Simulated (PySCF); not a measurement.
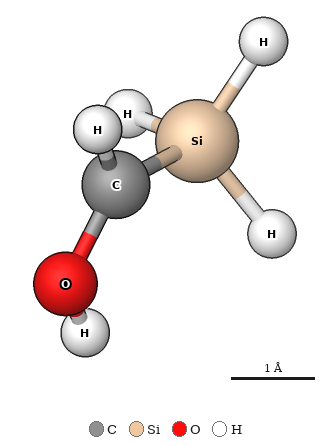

*The input geometry (ball-and-stick view, seen at a tilt).*

Run report: CH5OSi, EPR calculation

CH5OSi, multiplicity 2, computed with UKS BHandHLYP, IGLO-III on C O Si, pcH-1 on H, non-relativistic, mean-field spin-orbit, GIAO (PySCF 2.14.0).

**Input file**
```
{"job": {"kind": "epr", "xc": "BHandHLYP"}, "charge": 0, "multiplicity": 2}
C      0.752457     0.471183     0.300885
Si    -0.855685    -0.436983     0.194058
O      1.554245     0.772590    -0.746964
H      1.210286     0.767287     1.250476
H     -0.709414    -1.912005    -0.052923
H     -1.655113     0.096179    -0.959653
H     -1.596065    -0.239990     1.474864
H      1.119522     0.544381    -1.576548
```

The first line tells a small driver script what to run in PySCF; the rest is the geometry in Å.

Run on 1 CPU thread, shared host.

Command:
```bash
OMP_NUM_THREADS=1 python <driver script> task.json out
```

**Output**
```
UKS, coarse grid
  cycle   1  E = -405.70441322  |g| = 3.49e-01
  cycle   2  E = -405.69938722  |g| = 3.94e-01
  cycle   3  E = -405.75133944  |g| = 4.11e-02
  cycle   4  E = -405.75215658  |g| = 9.76e-03
  cycle   5  E = -405.75224251  |g| = 3.36e-03
  cycle   6  E = -405.75225624  |g| = 1.72e-03
  cycle   7  E = -405.75225947  |g| = 5.69e-04
UKS, final grid
  cycle   1  E = -405.75226791  |g| = 3.87e-04
  cycle   2  E = -405.75226801  |g| = 3.14e-04
  cycle   3  E = -405.75226806  |g| = 9.40e-05
  cycle   4  E = -405.75226808  |g| = 7.08e-05
  cycle   5  E = -405.75226808  |g| = 8.80e-06
E = -405.75226808 Eh   <S^2> = 0.7561 (exact 0.7500)
g shifts (ppm)      1          2          3
  rmc          -177       -177       -177
  gc             -4         43         32
  oz_so         -34       1100       2336
  total        -214        966       2191
hyperfine (MHz)  atom isotope    a_iso     a_fc   dipolar eigenvalues
    0   13C      95.35      95.42    -70.33    -67.81    138.14
    1  29Si      58.46      58.55     -2.48     -1.64      4.12
    2   17O     -31.65     -31.74    -63.59     30.76     32.83
    3    1H     -66.12     -66.15    -33.93     -0.88     34.80
    4    1H      80.78      80.78     -3.03     -1.82      4.85
    5    1H      33.11      33.11     -3.16     -2.50      5.66
    6    1H       2.50       2.50     -3.68     -2.61      6.28
    7    1H     -14.26     -14.30    -13.23     -9.17     22.40
```

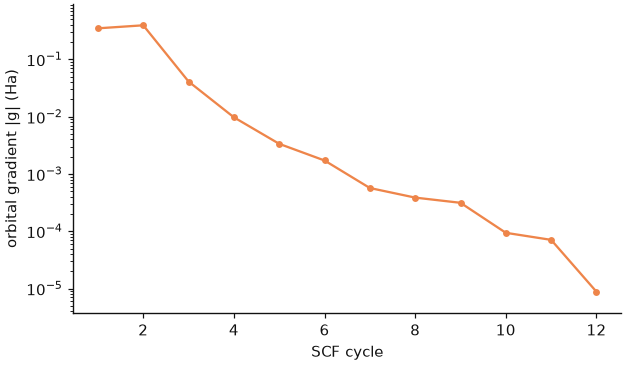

*Convergence of the self-consistent field: orbital gradient |g| against the SCF cycle.*

All cycles printed in the log are drawn one after another.

**Summary**

```tsv
quantity	value
outcome	converged
total energy	−405.752268 hartree
⟨S²⟩	0.756
isotropic g	2.0033
wall time	28 s
peak memory	0.49 GiB
```
